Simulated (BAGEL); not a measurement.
# A workflow on BH2Cl (SMILES BCl)

We compute a single-point energy (HF/6-31G*), then a single-point energy (NEVPT2(2,2)/6-31G*), then the energy (CASPT2(2,2)/6-31G*) of BH2Cl. 

The results are computed with BAGEL 1.2.2.

2 further runs of the same task are left out: 2 set aside as unsound or not needed.

**1. The structure to begin with**

The species is BH2Cl (4 atoms), meant as a singlet with charge 0. SMILES: `BCl`. The B1–H4 distance was set to 1.607 Å, away from the relaxed value.

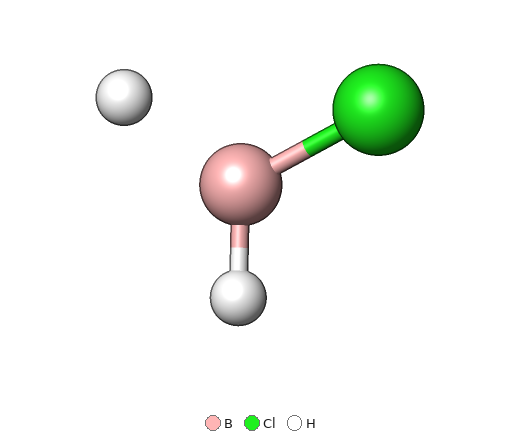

Viewed from a chosen angle; boron pink, chlorine green, hydrogen white.

**2. The energy at HF/6-31G(d) (density fitting with svp-jkfit, spherical functions) (run 1)**

File calc.json:

```json
{ "bagel" : [

{
  "title" : "molecule",
  "basis" : "6-31gs.json",
  "df_basis" : "svp-jkfit",
  "angstrom" : false,
  "geometry" : [
    { "atom" : "B", "xyz" : [ -0.24043741, -0.52186677,  0.40748353 ] },
    { "atom" : "Cl", "xyz" : [  2.55956979, -1.30988256,  1.91265039 ] },
    { "atom" : "H", "xyz" : [ -2.11032141, -1.62017559,  1.00407007 ] },
    { "atom" : "H", "xyz" : [ -0.16365028,  1.64935296, -1.71322570 ] }
  ]
},
{
  "title" : "hf"
},
{
  "title" : "print",
  "file" : "orbitals.molden",
  "orbitals" : true
}

]}
```

The basis set 6-31G* is read from a file made from the Basis Set Exchange's data (not shown).

Run with:

```
BAGEL_NUM_THREADS=1 BAGEL calc.json > calc.out
```

Output:

```text
* using 1 threads per process

  ===============================================================
  ===============================================================

  *** Geometry ***

  { "atom" : "B", "xyz" : [     -0.240437,     -0.521867,      0.407484 ] },
  { "atom" : "Cl", "xyz" : [      2.559570,     -1.309883,      1.912650 ] },
  { "atom" : "H", "xyz" : [     -2.110321,     -1.620176,      1.004070 ] },
  { "atom" : "H", "xyz" : [     -0.163650,      1.649353,     -1.713226 ] },

  Number of auxiliary basis functions:      239

  Since a DF basis is specified, we compute 2- and 3-index integrals:
    o Being stored without compression. Storage requirement is 0.002 GB

  Number of basis functions:       36
  Number of electrons      :       24

    * METHOD: MOLECULE                             0.04

  *** RHF ***

  === Nuclear Repulsion ===
    36.7422221688

      * DIIS with orbital gradients will be used.

  === RHF iteration (6-31gs.json) ===
      0       -485.26955579          0.01244837           0.00
      1       -485.29676023          0.00445414           0.00
      2       -485.30003309          0.00160417           0.00
      3       -485.30054154          0.00020209           0.00
      4       -485.30055327          0.00006936           0.00
      5       -485.30055493          0.00001840           0.00
      6       -485.30055504          0.00000494           0.00
      7       -485.30055505          0.00000092           0.00
      8       -485.30055505          0.00000031           0.00
      9       -485.30055505          0.00000010           0.00
     10       -485.30055505          0.00000002           0.00
     11       -485.30055505          0.00000001           0.00
    * SCF iteration converged.

    * Permanent dipole moment:
           (    0.326439,     0.091022,    -0.004834) a.u.

    * METHOD: HF                                   0.10

    * METHOD: PRINT                                0.00

  ===============================================================
```

Wall time 0.36 s (1 thread of Arm Neoverse V2, shared host); peak memory 0.14 GiB.

**3. A single-point energy at NEVPT2(2,2)/6-31G(d) (density fitting with svp-jkfit, spherical functions) (run 2)**

File input.json:

```json
{ "bagel" : [

{
  "title" : "molecule",
  "basis" : "6-31gs.json",
  "df_basis" : "svp-jkfit",
  "angstrom" : "false",
  "geometry" : [
    { "atom" : "B", "xyz" : [    -0.24043741,    -0.52186677,     0.40748353 ] },
    { "atom" : "Cl", "xyz" : [     2.55956979,    -1.30988256,     1.91265039 ] },
    { "atom" : "H", "xyz" : [    -2.11032141,    -1.62017559,     1.00407007 ] },
    { "atom" : "H", "xyz" : [    -0.16365028,     1.64935296,    -1.71322570 ] }
  ]
},

{ "title" : "hf" },

{ "title" : "nevpt2", "nstate" : 1, "nact" : 2, "nclosed" : 11, "active" : [10, 14], "maxiter" : 200, "natocc" : "true", "ncore" : 6 },

{ "title" : "print", "file" : "orbitals.molden", "orbitals" : "true" }

]}
```

The basis set 6-31G* is read from a file made from the Basis Set Exchange's data (not shown).

Run with:

```
BAGEL_NUM_THREADS=1 BAGEL input.json > input.out
```

Output:

```text
* using 1 threads per process

  ===============================================================
  ===============================================================

  *** Geometry ***

  { "atom" : "B", "xyz" : [     -0.240437,     -0.521867,      0.407484 ] },
  { "atom" : "Cl", "xyz" : [      2.559570,     -1.309883,      1.912650 ] },
  { "atom" : "H", "xyz" : [     -2.110321,     -1.620176,      1.004070 ] },
  { "atom" : "H", "xyz" : [     -0.163650,      1.649353,     -1.713226 ] },

  Number of auxiliary basis functions:      239

  Since a DF basis is specified, we compute 2- and 3-index integrals:
    o Being stored without compression. Storage requirement is 0.002 GB

  Number of basis functions:       36
  Number of electrons      :       24

    * METHOD: MOLECULE                             0.04

  *** RHF ***

  === Nuclear Repulsion ===
    36.7422221688

      * DIIS with orbital gradients will be used.

  === RHF iteration (6-31gs.json) ===
      0       -485.26955579          0.01244837           0.00
      1       -485.29676023          0.00445414           0.00
      2       -485.30003309          0.00160417           0.00
      3       -485.30054154          0.00020209           0.00
      4       -485.30055327          0.00006936           0.00
      5       -485.30055493          0.00001840           0.00
      6       -485.30055504          0.00000494           0.00
      7       -485.30055505          0.00000092           0.00
      8       -485.30055505          0.00000031           0.00
      9       -485.30055505          0.00000010           0.00
     10       -485.30055505          0.00000002           0.00
     11       -485.30055505          0.00000001           0.00
    * SCF iteration converged.

    * Permanent dipole moment:
           (    0.326439,     0.091022,    -0.004834) a.u.

    * METHOD: HF                                   0.10

    * freezing 6 orbitals
  ---------------------------
      CASSCF calculation
  ---------------------------

    ==== Active orbitals : =====
         Orbital 10
         Orbital 14
    ============================

    * nstate   :      1
    * nclosed  :     11
    * nact     :      2
    * nvirt    :     23
  === CASSCF iteration (6-31gs.json) ===

    * Using the second-order algorithm

      0  0      -485.30172124     4.90e-04      0.00

      1  0      -485.32215628     3.15e-03      0.02

      2  0      -485.32507208     5.18e-04      0.02

      3  0      -485.32514600     1.27e-04      0.02

      4  0      -485.32514787     2.93e-05      0.02

      5  0      -485.32514793     6.57e-06      0.02

      6  0      -485.32514793     1.44e-06      0.03

      7  0      -485.32514793     3.13e-07      0.02

      8  0      -485.32514793     6.72e-08      0.02

      9  0      -485.32514793     1.44e-08      0.02

     10  0      -485.32514793     3.09e-09      0.02

    * Second-order optimization converged. *

     guess   0:   closed 1.                   open ..

  === FCI iteration ===

      0  0      -485.29995506     7.68e-02      0.00
      1  0      -485.32513627     1.34e-03      0.00
      2  0 *    -485.32514793     1.90e-16      0.00

     * ci vector, state   0, <S^2> = 0.0000
       2.     0.9868018121
       .2    -0.1619326516

  === DF-NEVPT2 calculation ===

    * 3-index integral transformation done
    * assembly done

      NEVPT2 correlation energy:   -0.1865991689      0.01

          (+0)     -0.1620263527
          (+0)'    -0.0055946101
          (+1)     -0.0043218374
          (+1)'    -0.0000000000
          (+2)     -0.0001235876
          (-1)     -0.0110451074
          (-1)'     0.0000000000
          (-2)     -0.0034876737

      NEVPT2 total energy:       -485.5117471011

    * METHOD: NEVPT2                               0.27

    * METHOD: PRINT                                0.00

  ===============================================================
```

Run time: 0.64 s. Hardware: 1 thread of Arm Neoverse V2, shared host; peak memory 0.14 GiB.

**4. The energy at CASPT2(2,2)/6-31G(d) (density fitting with svp-jkfit, spherical functions) (run 3)**

File caspt2.json:

```json
{ "bagel": [

{
  "title": "molecule",
  "basis": "6-31gs.json",
  "df_basis": "svp-jkfit",
  "angstrom": false,
  "geometry": [
    { "atom": "B", "xyz": [    -0.24043741,    -0.52186677,     0.40748353 ] },
    { "atom": "Cl", "xyz": [     2.55956979,    -1.30988256,     1.91265039 ] },
    { "atom": "H", "xyz": [    -2.11032141,    -1.62017559,     1.00407007 ] },
    { "atom": "H", "xyz": [    -0.16365028,     1.64935296,    -1.71322570 ] }
  ]
},

{
  "title": "hf"
},

{
  "title": "casscf",
  "nstate": 1,
  "nact": 2,
  "nclosed": 11,
  "active": [10, 14],
  "maxiter": 200,
  "natocc": true
},

{
  "title": "print",
  "file": "orbitals.molden",
  "orbitals": true
},

{
  "title": "smith",
  "method": "caspt2",
  "ms": true,
  "xms": true,
  "sssr": true,
  "shift": 0.2,
  "shift_imag": true,
  "ncore": 6
}

]}
```

The basis set 6-31G* is read from a file made from the Basis Set Exchange's data (not shown).

Run with:

```
BAGEL_NUM_THREADS=1 BAGEL caspt2.json > caspt2.out
```

Output:

```text
* using 1 threads per process

  ===============================================================
  ===============================================================

  *** Geometry ***

  { "atom" : "B", "xyz" : [     -0.240437,     -0.521867,      0.407484 ] },
  { "atom" : "Cl", "xyz" : [      2.559570,     -1.309883,      1.912650 ] },
  { "atom" : "H", "xyz" : [     -2.110321,     -1.620176,      1.004070 ] },
  { "atom" : "H", "xyz" : [     -0.163650,      1.649353,     -1.713226 ] },

  Number of auxiliary basis functions:      239

  Since a DF basis is specified, we compute 2- and 3-index integrals:
    o Being stored without compression. Storage requirement is 0.002 GB

  Number of basis functions:       36
  Number of electrons      :       24

    * METHOD: MOLECULE                             0.04

  *** RHF ***

  === Nuclear Repulsion ===
    36.7422221688

      * DIIS with orbital gradients will be used.

  === RHF iteration (6-31gs.json) ===
      0       -485.26955579          0.01244837           0.00
      1       -485.29676023          0.00445414           0.00
      2       -485.30003309          0.00160417           0.00
      3       -485.30054154          0.00020209           0.00
      4       -485.30055327          0.00006936           0.00
      5       -485.30055493          0.00001840           0.00
      6       -485.30055504          0.00000494           0.00
      7       -485.30055505          0.00000092           0.01
      8       -485.30055505          0.00000031           0.00
      9       -485.30055505          0.00000010           0.00
     10       -485.30055505          0.00000002           0.00
     11       -485.30055505          0.00000001           0.00
    * SCF iteration converged.

    * Permanent dipole moment:
           (    0.326439,     0.091022,    -0.004834) a.u.

    * METHOD: HF                                   0.10

  ---------------------------
      CASSCF calculation
  ---------------------------

    ==== Active orbitals : =====
         Orbital 10
         Orbital 14
    ============================

    * nstate   :      1
    * nclosed  :     11
    * nact     :      2
    * nvirt    :     23
  === CASSCF iteration (6-31gs.json) ===

    * Using the second-order algorithm

      0  0      -485.30172124     4.90e-04      0.00

      1  0      -485.32215628     3.15e-03      0.02

      2  0      -485.32507208     5.18e-04      0.03

      3  0      -485.32514600     1.27e-04      0.03

      4  0      -485.32514787     2.93e-05      0.03

      5  0      -485.32514793     6.57e-06      0.02

      6  0      -485.32514793     1.44e-06      0.03

      7  0      -485.32514793     3.13e-07      0.02

      8  0      -485.32514793     6.72e-08      0.02

      9  0      -485.32514793     1.44e-08      0.02

     10  0      -485.32514793     3.09e-09      0.02

    * Second-order optimization converged. *

     guess   0:   closed 1.                   open ..

  === FCI iteration ===

      0  0      -485.29995506     7.68e-02      0.00
      1  0      -485.32513627     1.34e-03      0.00
      2  0 *    -485.32514793     1.90e-16      0.00

     * ci vector, state   0, <S^2> = 0.0000
       2.     0.9868018121
       .2    -0.1619326516

    * METHOD: CASSCF                               0.26

    * METHOD: PRINT                                0.00

  === SMITH program ===

    * freezing 6 orbitals

    * Approximate memory requirement for SMITH calulation per MPI process:
      o Storage requirement for T-amplitude, lambda, and residual is 0.00 GB
      o Storage requirement for MO integrals is 0.00 GB
    * Calculating and saving rdm4f

    * Zeroth order energy : state  0       -0.8782129779

    * CASPT2 iteration is performed using orthogonal basis

      -------------------------------------------  CASPT2 iteration  ---------------------------------------------------
       #      aibj      arbs      arbi      airj      risj      airs      arst      rist         Etot      error   time
      ------------------------------------------------------------------------------------------------------------------

       0  -0.16167  -0.00432  -0.01135  -0.00479  -0.00019  -0.00490  -0.00000  -0.00000   -0.1872135  0.0019171   0.01
       1  -0.16177  -0.00435  -0.01137  -0.00489  -0.00021  -0.00501  -0.00000  -0.00000   -0.1876063  0.0003130   0.01
       2  -0.16178  -0.00435  -0.01138  -0.00489  -0.00021  -0.00501  -0.00000  -0.00000   -0.1876176  0.0000610   0.01
       3  -0.16178  -0.00435  -0.01138  -0.00489  -0.00021  -0.00501   0.00000  -0.00000   -0.1876179  0.0000130   0.01
       4  -0.16178  -0.00435  -0.01138  -0.00489  -0.00021  -0.00501   0.00000  -0.00000   -0.1876179  0.0000025   0.01
       5  -0.16178  -0.00435  -0.01138  -0.00489  -0.00021  -0.00501  -0.00000  -0.00000   -0.1876179  0.0000004   0.01

      ------------------------------------------------------------------------------------------------------------------

    * CASPT2 energy : state  0     -485.5139592906
        w/o shift correction       -485.5127658627
        reference weight              0.9332469812

    * METHOD: SMITH                                0.06

  ===============================================================
```

It took 0.7 s on 1 thread of Arm Neoverse V2, shared host; peak memory 0.14 GiB.

**5. Outcome**

| quantity | value |
| --- | --- |
| run 1, HF/6-31G*: total energy | -485.30056 Eh |
| run 1, HF/6-31G*: dipole moment | 0.86 D |
| run 1, HF/6-31G*: HOMO energy | -11.38 eV |
| run 1, HF/6-31G*: LUMO energy | 2.09 eV |
| run 1, HF/6-31G*: HOMO–LUMO gap | 13.48 eV |
| run 2, NEVPT2(2,2)/6-31G*: total energy | -485.51175 Eh |
| run 3, CASPT2(2,2)/6-31G*: total energy | -485.51396 Eh |
